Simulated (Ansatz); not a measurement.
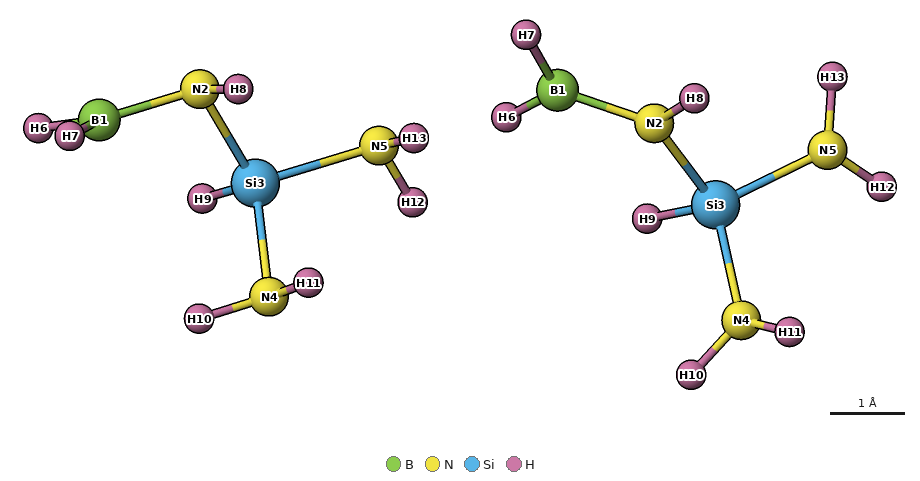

Two geometries of BSiN$_{3}$H$_{8}$, drawn at one scale. One is the start of a relaxation, the other its converged end. Style: ball-and-stick. Shown at a tilt.

Theory: RKS CAM-B3LYP-D4/def2-SVP (Ansatz 0.2.0). Set-up: no spin polarisation; force threshold 0.015 eV/Å; at most 40 steps.

Q: Which of the two is the end point?

A: The right one is the relaxed one. The run prepares an end point of a later path (torsion) calculation, from a guessed geometry. The energy falls by 32.9 kcal/mol in 18 accepted moves (20 points after the start). Largest force component: 2.6 eV/Å at the start, 0.013 eV/Å at the end. The line search rejected the trial steps at points 12, 14 of the run. The forces were under the threshold at step 15, but the run went on from there. The atom that moves furthest after the best rigid fit is H7 (1.41 Å). By element the largest moves are H 1.41 Å, N 0.56 Å, B 0.41 Å, Si 0.35 Å. Among the contacts that change: Si3–N4 1.816 → 1.716 Å, B1–N2 1.466 → 1.397 Å, B1–H6 1.257 → 1.209 Å, N5–H12 1.059 → 1.014 Å. Bond angles that change, for instance: B1–N2–Si3 107.4° → 128.0°, Si3–N4–H10 105.2° → 120.9°, Si3–N5–H13 105.5° → 120.7°. Cost: 45 s on 2 threads of AMD EPYC 9R14 (Zen 4), on a shared host, peak memory 0.34 GiB.
